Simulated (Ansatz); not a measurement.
**CHSi₂+ (triplet): wave-function methods side by side, cc-pVTZ**

How much of the correlation energy of CHSi₂+ (triplet) does each wave-function method recover here?

Method: cc-pVTZ, core rule «outside noble gas», up to 11 orbitals frozen; program: Ansatz 0.2.0, Gaussian basis.

Plan: UHF; CCSD(T) on ROHF; CCSD(T) on UHF; BCCD(T) on ROHF; CCSDT(Q) on ROHF; CCSDT(Q) on UHF.

3 further runs of the same task are left out: 3 set aside as unsound or not needed.

## Step 1: The geometry

The geometry is a PBE0/def2-TZVP stationary point (not a proven minimum) of the parent state, kept for this charge and spin.

4 atoms, charge 1, spin multiplicity 3.

Atoms are counted from 1 here; the program's logs count them from 0.

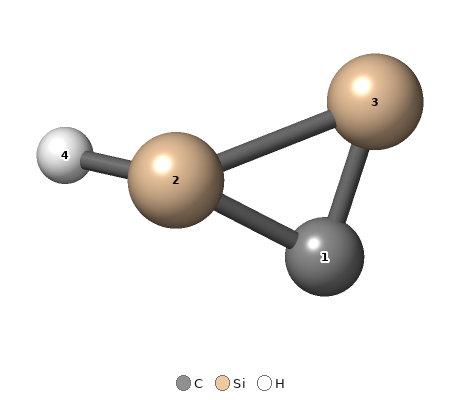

The structure; carbon grey, silicon light orange, hydrogen white; atoms are numbered from 1 in the order of the file.

In the tables R marks a restricted open-shell determinant and U an unrestricted one; energies count from the table's Hartree-Fock row.

## Step 2: UHF

in.yaml

```yaml
crystal:
  periodic: [false, false, false]
  atoms:
    - {symbol: C, position_ang: [-0.061244, -1.147988, -0.219952]}
    - {symbol: Si, position_ang: [0.099301, 0.160438, 1.164819]}
    - {symbol: Si, position_ang: [-0.033008, 0.314343, -1.142833]}
    - {symbol: H, position_ang: [-1.117401, 0.450106, 2.008353]}
basis:
  gaussian: {orbitals: cc-pVTZ}
total_charge: 1
magnetization: {spin_polarized: true, initial_magnetization: 2}
hamiltonian: {xc: hf}
output: {orbitals: {seedname: orbitals}}
```

Launch:

```
$ ansatz run in.yaml --threads 1 --pin off --events-out ev --progress --plain --max-ram 4096MiB --backend cpu
```

Output:

```text
Functional definition: HF
  name "HF"
  cite "Fock, Z. Phys. 61, 126 (1930) doi:10.1007/BF01340294"
  parent pbe
  exchange = exact_x
  correlation = 0
987 factors; their error is unknown
mean field evaluation 1: about -16751.3854 eV, gradient 3.3e1 eV
mean field evaluation 2: about -16752.1034 eV, gradient 3.0e1 eV
mean field evaluation 4: about -16758.1686 eV, gradient 2.0e0 eV
mean field evaluation 8: about -16758.3792 eV, gradient 4.5e-1 eV
mean field evaluation 16: about -16758.5571 eV, gradient 4.8e-1 eV
mean field evaluation 32: about -16758.4196 eV, gradient 4.0e-1 eV
mean field evaluation 64: about -16758.5612 eV, gradient 1.5e-1 eV
mean field evaluation 96: about -16758.8049 eV, gradient 3.6e-1 eV
mean field evaluation 128: about -16758.6402 eV, gradient 1.6e0 eV
mean field evaluation 160: about -16758.9544 eV, gradient 1.4e-1 eV
mean field evaluation 192: about -16757.4047 eV, gradient 6.1e-1 eV
mean field evaluation 224: about -16758.6727 eV, gradient 4.4e-1 eV
mean field evaluation 256: about -16754.4558 eV, gradient 1.6e1 eV
mean field evaluation 288: about -16757.9152 eV, gradient 9.2e-1 eV
mean field evaluation 320: about -16756.8101 eV, gradient 2.5e0 eV
mean field evaluation 352: about -16758.5273 eV, gradient 5.1e-1 eV
mean field -16758.96519168 eV, -615.8806111597 hartree, gradient 2.1e-5 eV, S^2 2.683926; 6 other end points of the search recorded, 0 dependent functions left out
reference -16758.96519168 eV, -615.8806111597 hartree; 18, 16 occupied and 94, 96 virtual orbitals, 987 factors
Total energy: -16758.96519168 eV, -615.8806111597 hartree
```

Run time: 16 s. Hardware: 1 thread of AMD EPYC 7R13, shared host; peak memory 0.31 GiB.

From the report: ⟨S²⟩ of the determinant 2.684 (pure triplet: 2.00). The determinant is far from a pure spin state, so its energy mixes those of several spin states (harmless only where they are near-degenerate, as at dissociation).

## Step 3: CCSD(T) on ROHF

Edit in.yaml of step 2 so:

```diff
@@ -10,4 +10,3 @@
 total_charge: 1
-magnetization: {spin_polarized: true, initial_magnetization: 2}
-hamiltonian: {xc: hf}
-output: {orbitals: {seedname: orbitals}}
+magnetization: {spin_polarized: false, initial_magnetization: 2}
+correlation: {method: ccsd_t, electrons: outside_noble_gas}
```

Launch:

```
$ ansatz run in.yaml --threads 2 --pin off --events-out ev --progress --plain --max-ram 24576MiB --backend cuda --devices 0, --max-vram 18GiB
```

Output (excerpt; [...] marks lines left out):

```text
Functional definition: HF
  name "HF"
  cite "Fock, Z. Phys. 61, 126 (1930) doi:10.1007/BF01340294"
  parent pbe
[...]
674 factors; integrals over basis functions are off by at most 7.8e-4 eV
[...]
mean field -16758.18227146 eV, -615.8518393723 hartree, gradient 2.9e-6 eV, S^2 2.000000; 14 other end points of the search recorded, 0 dependent functions left out
[...]
determinant -16758.18227146 eV, -615.8518393723 hartree, with singles and doubles -16767.97097991 eV, -616.2115677726 hartree
determinant -16757.86108709 eV, -615.8400360645 hartree, with singles and doubles -16767.46614613 eV, -616.1930154734 hartree
determinant -16757.50797572 eV, -615.8270594608 hartree, with singles and doubles -16767.28523920 eV, -616.1863672664 hartree
determinant -16754.86569020 eV, -615.7299572589 hartree, with singles and doubles -16764.96675251 eV, -616.1011644522 hartree
determinant -16758.18227146 eV, -615.8518393723 hartree, with singles and doubles -16767.84491179 eV, -616.2069348548 hartree
determinant -16757.86108709 eV, -615.8400360645 hartree, with singles and doubles -16767.83465650 eV, -616.2065579798 hartree
unrestricted determinant -16758.96576704 eV, -615.8806323037 hartree, S^2 2.6839
11 core orbitals not correlated: weight in the atoms' cores, before any rotation towards them, 1.000 or more for the frozen orbitals, at most 0.000 for the correlated occupied ones
reference -16758.18227146 eV, -615.8518393723 hartree; 7, 5 occupied and 94, 96 virtual orbitals, 674 factors
second order -8.64502227 eV of doubles, -0.19633980 eV of singles
cycle   1  -9.66264229 eV  change   -2.0e-6 eV  update   4.9e-6
perturbative correction -0.69575460 eV, -0.0255685099 hartree
Total energy: -16768.54066834 eV, -616.2325034366 hartree
```

Wall time 16 s (1 × H100 (card shared with other runs) with 2 threads of AMD EPYC 7R13, shared host); peak host memory 0.82 GiB.

From the report: correlation -10.3584 eV; T1 0.075; largest double amplitude 0.07.

## Step 4: CCSD(T) on UHF

Edit in.yaml of step 3 so:

```diff
@@ -10,3 +10,3 @@
 total_charge: 1
-magnetization: {spin_polarized: false, initial_magnetization: 2}
+magnetization: {spin_polarized: true, initial_magnetization: 2}
 correlation: {method: ccsd_t, electrons: outside_noble_gas}
```

Launched as before.

Output (excerpt; [...] marks lines left out):

```text
Functional definition: HF
  name "HF"
  cite "Fock, Z. Phys. 61, 126 (1930) doi:10.1007/BF01340294"
  parent pbe
[...]
674 factors; integrals over basis functions are off by at most 7.8e-4 eV
[...]
mean field -16758.96576704 eV, -615.8806323037 hartree, gradient 3.0e-6 eV, S^2 2.683927; 17 other end points of the search recorded, 0 dependent functions left out
determinant -16758.96576704 eV, -615.8806323037 hartree, with singles and doubles -16767.80425509 eV, -616.2054407488 hartree
determinant -16758.83656547 eV, -615.8758842336 hartree, with singles and doubles -16767.78818277 eV, -616.2048501018 hartree
determinant -16758.67150055 eV, -615.8698182097 hartree, with singles and doubles -16767.13502478 eV, -616.1808469882 hartree
determinant -16758.14329380 eV, -615.8504069697 hartree, with singles and doubles -16767.16008030 eV, -616.1817677616 hartree
[...]
determinant -16757.94061547 eV, -615.8429586784 hartree, with singles and doubles -16767.23988879 eV, -616.1847006698 hartree
determinant -16757.43161563 eV, -615.8242532792 hartree, with singles and doubles -16766.36501485 eV, -616.1525496453 hartree
determinant -16758.96576704 eV, -615.8806323037 hartree, with singles and doubles -16767.82418718 eV, -616.2061732396 hartree
determinant -16758.83656547 eV, -615.8758842336 hartree, with singles and doubles -16767.77992168 eV, -616.2045465123 hartree
11 core orbitals not correlated: weight in the atoms' cores, before any rotation towards them, 1.000 or more for the frozen orbitals, at most 0.000 for the correlated occupied ones
reference -16758.83656547 eV, -615.8758842336 hartree; 7, 5 occupied and 94, 96 virtual orbitals, 674 factors
second order -7.44719405 eV of doubles, -0.00000000 eV of singles
cycle   1  -8.94335554 eV  change    6.7e-7 eV  update   5.4e-6
perturbative correction -0.66299881 eV, -0.0243647569 hartree
Total energy: -16768.44291982 eV, -616.2289112445 hartree
```

Run time: 39 s. Hardware: 1 × H100 (card shared with other runs) with 2 threads of AMD EPYC 7R13, shared host; peak host memory 0.83 GiB.

From the report: ⟨S²⟩ of the determinant 2.615 (pure triplet: 2.00); correlation -9.6064 eV; T1 0.100; largest double amplitude 0.07. The determinant is far from a pure spin state, so its energy mixes those of several spin states (harmless only where they are near-degenerate, as at dissociation).

## Step 5: BCCD(T) on ROHF

Edit in.yaml of step 4 so:

```diff
@@ -10,3 +10,3 @@
 total_charge: 1
-magnetization: {spin_polarized: true, initial_magnetization: 2}
-correlation: {method: ccsd_t, electrons: outside_noble_gas}
+magnetization: {spin_polarized: false, initial_magnetization: 2}
+correlation: {method: bccd_t, electrons: outside_noble_gas}
```

The command is unchanged.

Output (excerpt; [...] marks lines left out):

```text
Functional definition: HF
  name "HF"
  cite "Fock, Z. Phys. 61, 126 (1930) doi:10.1007/BF01340294"
  parent pbe
[...]
674 factors; integrals over basis functions are off by at most 7.8e-4 eV
[...]
mean field -16758.18227146 eV, -615.8518393723 hartree, gradient 2.9e-6 eV, S^2 2.000000; 14 other end points of the search recorded, 0 dependent functions left out
[...]
determinant -16758.18227146 eV, -615.8518393723 hartree, with singles and doubles -16767.97097991 eV, -616.2115677726 hartree
determinant -16757.86108709 eV, -615.8400360645 hartree, with singles and doubles -16767.46614613 eV, -616.1930154734 hartree
determinant -16757.50797572 eV, -615.8270594608 hartree, with singles and doubles -16767.28523920 eV, -616.1863672664 hartree
determinant -16754.86569020 eV, -615.7299572589 hartree, with singles and doubles -16764.96675251 eV, -616.1011644522 hartree
determinant -16758.18227146 eV, -615.8518393723 hartree, with singles and doubles -16767.84491179 eV, -616.2069348548 hartree
determinant -16757.86108709 eV, -615.8400360645 hartree, with singles and doubles -16767.83465650 eV, -616.2065579798 hartree
unrestricted determinant -16758.96576704 eV, -615.8806323037 hartree, S^2 2.6839
11 core orbitals not correlated: weight in the atoms' cores, before any rotation towards them, 1.000 or more for the frozen orbitals, at most 0.000 for the correlated occupied ones
reference -16758.18227146 eV, -615.8518393723 hartree; 7, 5 occupied and 94, 96 virtual orbitals, 674 factors
second order -8.64502227 eV of doubles, -0.19633980 eV of singles
cycle   1  -9.59670636 eV  change    6.6e-2 eV  update   3.9e-2
[...]
cycle  21  -9.63198862 eV  change   -7.3e-6 eV  update   1.3e-5
perturbative correction -0.72707701 eV, -0.0267195874 hartree
Total energy: -16768.54133710 eV, -616.2325280127 hartree
```

It took 30 s on 1 × H100 (card shared with other runs) with 2 threads of AMD EPYC 7R13, shared host; peak host memory 0.82 GiB.

From the report: correlation -10.3591 eV; largest double amplitude 0.06.

## Step 6: CCSDT(Q) on ROHF

Edit in.yaml of step 5 so:

```diff
@@ -11,2 +11,2 @@
 magnetization: {spin_polarized: false, initial_magnetization: 2}
-correlation: {method: bccd_t, electrons: outside_noble_gas}
+correlation: {method: ccsdt_q, electrons: outside_noble_gas}
```

Launched as before.

Output (excerpt; [...] marks lines left out):

```text
Functional definition: HF
  name "HF"
  cite "Fock, Z. Phys. 61, 126 (1930) doi:10.1007/BF01340294"
  parent pbe
[...]
1433 factors; integrals over basis functions are off by at most 1.3e-7 eV
[...]
mean field -16758.18228470 eV, -615.8518398587 hartree, gradient 2.9e-6 eV, S^2 2.000000; 14 other end points of the search recorded, 0 dependent functions left out
[...]
determinant -16758.18228470 eV, -615.8518398587 hartree, with singles and doubles -16767.97101089 eV, -616.2115689113 hartree
determinant -16757.86110087 eV, -615.8400365706 hartree, with singles and doubles -16767.46617692 eV, -616.1930166049 hartree
determinant -16757.50798850 eV, -615.8270599306 hartree, with singles and doubles -16767.28526588 eV, -616.1863682471 hartree
determinant -16754.86570487 eV, -615.7299577981 hartree, with singles and doubles -16764.96678365 eV, -616.1011655964 hartree
determinant -16758.18228470 eV, -615.8518398587 hartree, with singles and doubles -16767.84491434 eV, -616.2069349483 hartree
determinant -16757.86110087 eV, -615.8400365706 hartree, with singles and doubles -16767.83465825 eV, -616.2065580440 hartree
unrestricted determinant -16758.96578234 eV, -615.8806328658 hartree, S^2 2.6839
11 core orbitals not correlated: weight in the atoms' cores, before any rotation towards them, 1.000 or more for the frozen orbitals, at most 0.000 for the correlated occupied ones
reference -16758.18228470 eV, -615.8518398587 hartree; 7, 5 occupied and 94, 96 virtual orbitals, 1433 factors
second order -8.64504649 eV of doubles, -0.19633953 eV of singles
cycle   1  -8.99243584 eV  change   -1.4e-1 eV  update   1.5e-1
[...]
cycle  38  -10.39583210 eV  change   -8.2e-7 eV  update   4.4e-7
perturbative correction -0.08089561 eV, -0.0029728589 hartree
Total energy: -16768.65901241 eV, -616.2368525007 hartree
```

Run time: 67 s. Hardware: 1 × H100 (card shared with other runs) with 2 threads of AMD EPYC 7R13, shared host; peak host memory 1.2 GiB.

From the report: correlation -10.4767 eV; T1 0.079; largest double amplitude 0.10.

## Step 7: CCSDT(Q) on UHF

Edit in.yaml of step 6 so:

```diff
@@ -10,3 +10,3 @@
 total_charge: 1
-magnetization: {spin_polarized: false, initial_magnetization: 2}
+magnetization: {spin_polarized: true, initial_magnetization: 2}
 correlation: {method: ccsdt_q, electrons: outside_noble_gas}
```

The command is unchanged.

Output (excerpt; [...] marks lines left out):

```text
Functional definition: HF
  name "HF"
  cite "Fock, Z. Phys. 61, 126 (1930) doi:10.1007/BF01340294"
  parent pbe
[...]
1433 factors; integrals over basis functions are off by at most 1.3e-7 eV
[...]
mean field -16758.96578234 eV, -615.8806328658 hartree, gradient 3.0e-6 eV, S^2 2.683928; 17 other end points of the search recorded, 0 dependent functions left out
determinant -16758.96578234 eV, -615.8806328658 hartree, with singles and doubles -16767.80428254 eV, -616.2054417575 hartree
determinant -16758.83657994 eV, -615.8758847653 hartree, with singles and doubles -16767.78821205 eV, -616.2048511779 hartree
determinant -16758.67151539 eV, -615.8698187550 hartree, with singles and doubles -16767.13505399 eV, -616.1808480617 hartree
determinant -16758.14330754 eV, -615.8504074747 hartree, with singles and doubles -16767.16011052 eV, -616.1817688724 hartree
[...]
determinant -16757.43162936 eV, -615.8242537840 hartree, with singles and doubles -16766.36504414 eV, -616.1525507217 hartree
determinant -16758.96578234 eV, -615.8806328658 hartree, with singles and doubles -16767.82418942 eV, -616.2061733216 hartree
determinant -16758.83657994 eV, -615.8758847653 hartree, with singles and doubles -16767.77992427 eV, -616.2045466076 hartree
11 core orbitals not correlated: weight in the atoms' cores, before any rotation towards them, 1.000 or more for the frozen orbitals, at most 0.000 for the correlated occupied ones
reference -16758.83657994 eV, -615.8758847653 hartree; 7, 5 occupied and 94, 96 virtual orbitals, 1433 factors
second order -7.44721542 eV of doubles, -0.00000000 eV of singles
cycle   1  -8.02389572 eV  change   -5.8e-1 eV  update   1.4e-1
[...]
cycle  40  -9.72675594 eV  change    2.4e-7 eV  update   9.4e-7
perturbative correction -0.09874775 eV, -0.0036289128 hartree
Total energy: -16768.66208363 eV, -616.2369653660 hartree
```

Run time: 66 s. Hardware: 1 × H100 (card shared with other runs) with 2 threads of AMD EPYC 7R13, shared host; peak host memory 1.1 GiB.

From the report: ⟨S²⟩ of the determinant 2.615 (pure triplet: 2.00); correlation -9.8255 eV; T1 0.126; largest double amplitude 0.12. The determinant is far from a pure spin state, so its energy mixes those of several spin states (harmless only where they are near-degenerate, as at dissociation).

## Step 8: All levels against the top one

No level here is safe as a reference; RCCSDT(Q) serves as a yardstick only. Rows without a time come out of other runs: HF, MP2 and CCSD of CCSD(T), CCSDT of CCSDT(Q).

Differences are taken before rounding.

```csv
method,energy from the lowest ROHF (kJ/mol),from RCCSDT(Q) (kJ/mol),time
ROHF,0.0,+1010.9,
RMP2,-853.1,+157.8,
UMP2,-781.7,+229.2,
RCCSD,-932.3,+78.5,
UCCSD,-926.0,+84.8,
RCCSD(T),-999.4,+11.4,16 s
UCCSD(T),-990.0,+20.8,39 s
BCCD(T),-999.5,+11.4,30 s
RCCSDT,-1003.0,+7.8,
UCCSDT,-1001.6,+9.2,
RCCSDT(Q),-1010.9,0,67 s
UCCSDT(Q),-1011.1,-0.3,66 s
```

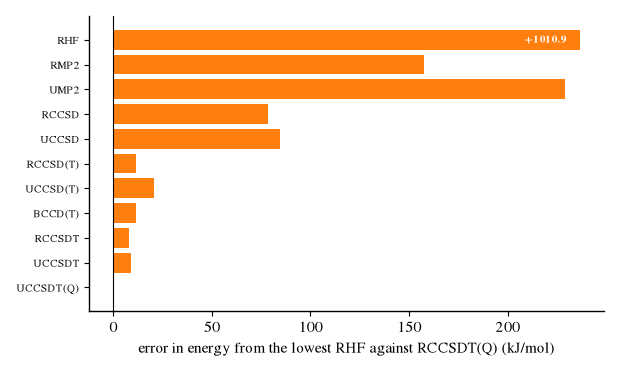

Error of each method against RCCSDT(Q). Bars with a number in them are cut short.

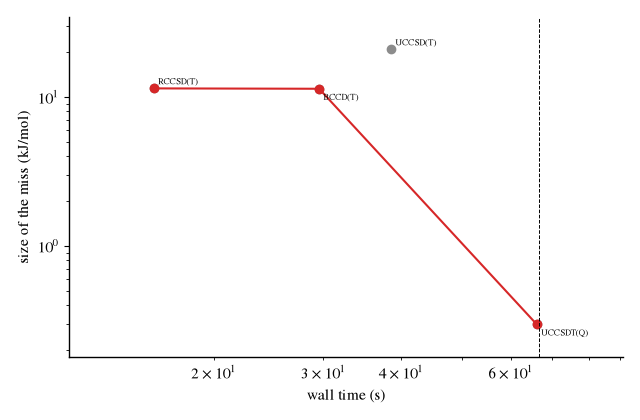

Miss against cost. Red marks the levels that no quicker level drawn beats (of those quicker than the yardstick), and the dashed line is the time of RCCSDT(Q). Times are from a shared host.

Left out of the table: UHF (another determinant or state than the rows shown).

## Step 9: Summary of results

| quantity | value |
| --- | --- |
| RCCSDT(Q) from the ROHF energy | -10.4767 eV |
| RMP2 from RCCSDT(Q) | +157.8 kJ/mol |
| UMP2 from RCCSDT(Q) | +229.2 kJ/mol |
| RCCSD from RCCSDT(Q) | +78.5 kJ/mol |
| RCCSD(T) from RCCSDT(Q) | +11.4 kJ/mol |
| UCCSD(T) from RCCSDT(Q) | +20.8 kJ/mol |
| UCCSDT(Q) from RCCSDT(Q) | -0.3 kJ/mol |
| T1 diagnostic | 0.075 |

In words: RCCSD(T) lands +11.4 kJ/mol from the yardstick (1.1 % of the correlation energy). CCSD(T) misses by +11.4 kJ/mol on the restricted determinant and by +20.8 kJ/mol on the unrestricted one; the two need not hold the same state or core. Coupled cluster took another determinant than the lowest Hartree-Fock one. Warnings: spin contamination; coupled cluster took another determinant than the lowest; large T1 diagnostic.
